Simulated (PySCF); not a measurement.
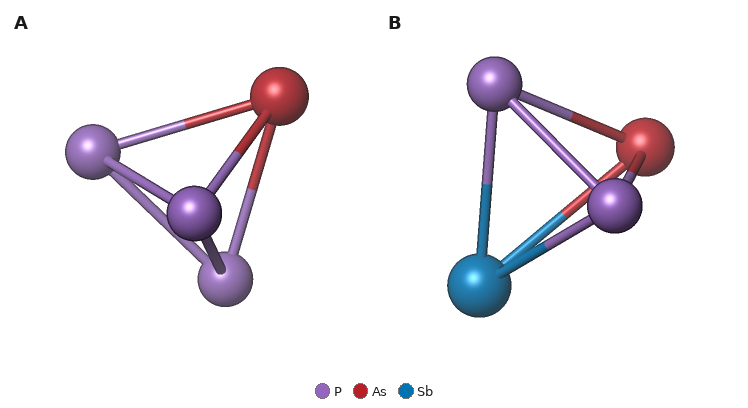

Two related species, optimised with PBE0-D3(BJ)/def2-SVP; properties computed with PySCF 2.14.0. Both: charge 0, singlet.

What are A and B?

A is PPPAs tetrahedron, B is PPAsSb tetrahedron.

Compare them. With ωB97X-D/def2-SVPD: dipole moment (D), HOMO–LUMO gap (eV), HOMO energy (Kohn–Sham orbital) (eV), lowest vertical singlet excitation (eV), mean static polarisability (bohr³). With PBE0-D3(BJ)/def2-SVP: mean As–P length (Å).

| quantity | A | B |
| --- | --- | --- |
| dipole moment (D) | 0.60 | 1.50 |
| HOMO–LUMO gap (eV) | 9.79 | 8.57 |
| HOMO energy (Kohn–Sham orbital) (eV) | −9.15 | −8.51 |
| lowest vertical singlet excitation (eV) | 4.90 | 3.97 |
| mean static polarisability (bohr³) | 94.9 | 116.2 |
| mean As–P length (Å) | 2.318 | 2.329 |

Each is one conformer, and no frequency run is at hand to confirm it as a minimum.
